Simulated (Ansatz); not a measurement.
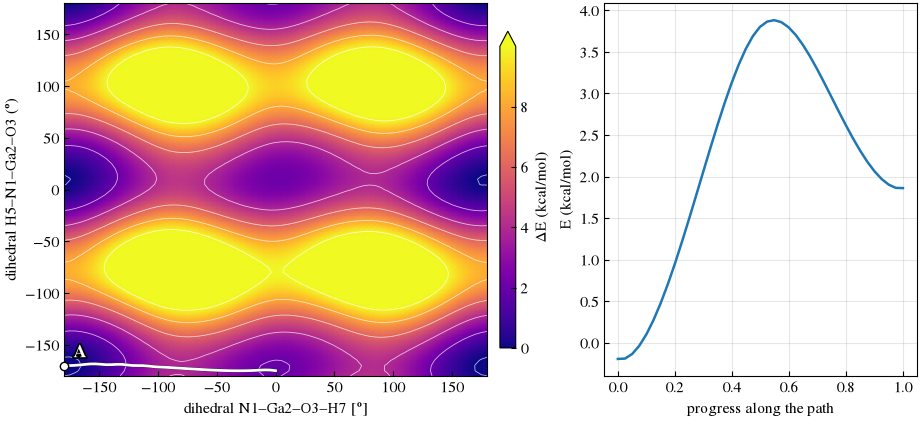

ClGaH3NO, SMILES [NH2][Ga]([OH])[Cl]. Coordinates scanned: (1) dihedral N1–Ga2–O3–H7; (2) dihedral H5–N1–Ga2–O3. Nothing is relaxed (all other coordinates rigid). The scan uses an 8 × 8 grid. Energies are in kcal/mol, from the lowest grid point. Theory: Ansatz 0.2.0, RKS PBE0-D4/def2-TZVP.

The picture shows a smooth colour map with a few white contour lines, a line along the lowest path, one colour for all values above the top of the scale, the energy along the path at the right, the start A. Between grid points the surface is interpolated.

> Describe the path and its barrier.

The easiest path leads from the well at about dihedral N1–Ga2–O3–H7 = −180°, dihedral H5–N1–Ga2–O3 = −170° to the well at dihedral N1–Ga2–O3–H7 = 0°, dihedral H5–N1–Ga2–O3 = −180°, about 2.1 kcal/mol higher. Its highest point lies about 4.1 kcal/mol above the bottom of the first well on the interpolated surface, at about dihedral N1–Ga2–O3–H7 = −80°, dihedral H5–N1–Ga2–O3 = −175°. Seen from the upper well the barrier is about 2 kcal/mol. The start is the relaxed structure and all else is held, so a fully relaxed path at this level can only be lower.
